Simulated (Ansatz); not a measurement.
# Si2NH6F (SMILES F[SiH2]N[SiH3]): revPBE/cc-pVDZ

Aim: the vertical singlet–triplet gap of Si2NH6F at revPBE/cc-pVDZ, from 2 runs. 

The calculation is run with Ansatz 0.2.0.

69 further runs of the same task are left out: 69 set aside as unsound or not needed.

## Step 1: The system as given

Si2NH6F: 10 atoms, total charge 0, spin state singlet. As SMILES, `F[SiH2]N[SiH3]`. The shape is that of a PBE0-D4/def2-TZVP optimisation. This is one conformer, not always the lowest.

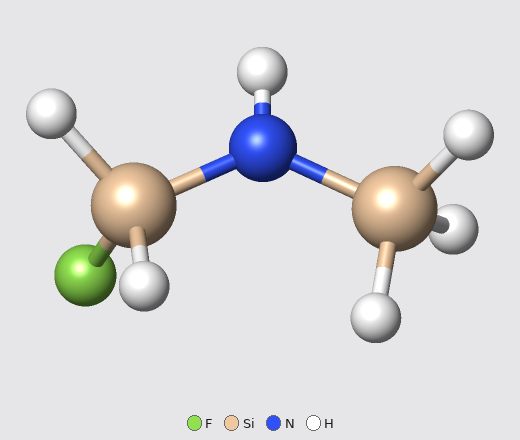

Viewed from a chosen angle; fluorine green, silicon light orange, nitrogen blue, hydrogen white.

## Step 2: A single-point energy at revPBE/cc-pVDZ

Contents of run.yaml:

```yaml
crystal:
  periodic: [false, false, false]
  atoms:
    - symbol: F
      position_ang: [-1.561500, 0.994300, -1.776700]
    - symbol: Si
      position_ang: [-0.375000, 1.301800, -0.745900]
    - symbol: "N"
      position_ang: [0.514800, -0.094800, -0.335900]
    - symbol: Si
      position_ang: [0.194800, -1.236100, 0.928700]
    - symbol: H
      position_ang: [0.517200, 2.267200, -1.426700]
    - symbol: H
      position_ang: [-1.010100, 1.839400, 0.475900]
    - symbol: H
      position_ang: [1.264300, -0.336200, -0.970000]
    - symbol: H
      position_ang: [1.391500, -1.422100, 1.791600]
    - symbol: H
      position_ang: [-0.186300, -2.569800, 0.392000]
    - symbol: H
      position_ang: [-0.924400, -0.683300, 1.730300]
basis:
  gaussian:
    orbitals: cc-pVDZ
output:
  orbitals: {seedname: orbitals}
hamiltonian:
  xc: {name: revPBE}
accuracy: high
```

Command:

```sh
ansatz run run.yaml --threads 1 --pin off --max-ram 3480MiB --events-out events.jsonl --progress --plain --runs-dir runs
```

Log:

```text
Warning: RAYON_NUM_THREADS=1 ignored (pool sized by the plan → 1); use --threads N
Functional definition: revPBE
  name "revPBE"
  parameter kappa = 1.245
  parameter beta = 0.06672455060314922
  exchange = pbe_x(kappa = kappa, mu = beta*pi^2/3)
  correlation = pbe_c(beta = beta)
2240 factors; integrals over basis functions are off by at most 3.7e-9 eV
mean field evaluation 1: about -20049.1540 eV, gradient 6.4e1 eV
mean field evaluation 2: about -20023.0245 eV, gradient 1.2e2 eV
mean field evaluation 4: about -20057.0041 eV, gradient 9.9e0 eV
mean field evaluation 8: about -20057.1583 eV, gradient 3.0e-1 eV
mean field evaluation 16: about -20057.1586 eV, gradient 3.0e-5 eV
mean field -20057.15857975 eV, -737.0869825753 hartree, gradient 4.1e-8 eV, S^2 0.000000; 0 other end points of the search recorded, 0 dependent functions left out
reference -20057.15858448 eV, -737.0869827494 hartree; 25, 25 occupied and 69, 69 virtual orbitals, 2240 factors
Total energy: -20057.15858448 eV, -737.0869827494 hartree
```

It took 6.6 s on 1 thread of Intel Xeon Platinum 8488C (Sapphire Rapids), shared host; peak memory 0.28 GiB.

## Step 3: The triplet at the same level

Contents of in.yaml:

```yaml
crystal:
  periodic: [false, false, false]
  atoms:
    - {symbol: F, position_ang: [-1.561500, 0.994300, -1.776700]}
    - {symbol: Si, position_ang: [-0.375000, 1.301800, -0.745900]}
    - {symbol: N, position_ang: [0.514800, -0.094800, -0.335900]}
    - {symbol: Si, position_ang: [0.194800, -1.236100, 0.928700]}
    - {symbol: H, position_ang: [0.517200, 2.267200, -1.426700]}
    - {symbol: H, position_ang: [-1.010100, 1.839400, 0.475900]}
    - {symbol: H, position_ang: [1.264300, -0.336200, -0.970000]}
    - {symbol: H, position_ang: [1.391500, -1.422100, 1.791600]}
    - {symbol: H, position_ang: [-0.186300, -2.569800, 0.392000]}
    - {symbol: H, position_ang: [-0.924400, -0.683300, 1.730300]}
basis:
  gaussian:
    orbitals: cc-pVDZ
magnetization:
  spin_polarized: true
  initial_magnetization: 2
hamiltonian:
  xc: {name: revPBE}
accuracy: high
output: {orbitals: {seedname: orbitals}}
```

Command:

```sh
ansatz run in.yaml --threads 1 --pin off --max-ram 3480MiB --events-out events.jsonl --progress --plain --runs-dir runs
```

Log (excerpt; [...] marks lines left out):

```text
Warning: RAYON_NUM_THREADS=1 ignored (pool sized by the plan → 1); use --threads N
[... 6 set-up lines as earlier in the session ...]
2240 factors; integrals over basis functions are off by at most 3.7e-9 eV
mean field evaluation 1: about -20043.1979 eV, gradient 4.3e1 eV
mean field evaluation 2: about -20012.1986 eV, gradient 8.5e1 eV
mean field evaluation 4: about -20048.4770 eV, gradient 1.8e1 eV
mean field evaluation 8: about -20051.0518 eV, gradient 4.5e-1 eV
mean field evaluation 16: about -20051.0424 eV, gradient 7.3e-4 eV
mean field evaluation 32: about -20047.3110 eV, gradient 1.7e1 eV
mean field evaluation 64: about -20050.9535 eV, gradient 3.6e0 eV
mean field -20051.04241794 eV, -736.8622177747 hartree, gradient 2.1e-8 eV, S^2 2.003794; 4 other end points of the search recorded, 0 dependent functions left out
reference -20051.04242303 eV, -736.8622179618 hartree; 26, 24 occupied and 68, 70 virtual orbitals, 2240 factors
Total energy: -20051.04242303 eV, -736.8622179618 hartree
```

Run time: 13 s. Hardware: 1 thread of Intel Xeon Platinum 8488C (Sapphire Rapids), shared host; peak memory 0.37 GiB.

## Step 4: Results

At revPBE/cc-pVDZ:

| quantity | value |
| --- | --- |
| singlet: total energy | -737.08698 Eh |
| singlet: HOMO energy | -6.48 eV |
| singlet: LUMO energy | -0.22 eV |
| singlet: HOMO–LUMO gap | 6.25 eV |
| triplet: total energy | -736.86222 Eh |
| triplet: HOMO energy (highest over α and β) | -1.19 eV |
| triplet: ⟨S²⟩ | 2.004 |
| vertical energy of the triplet above the singlet | 6.116 eV |

What this shows: At this shape the triplet lies 6.12 eV (141 kcal/mol) above the singlet.
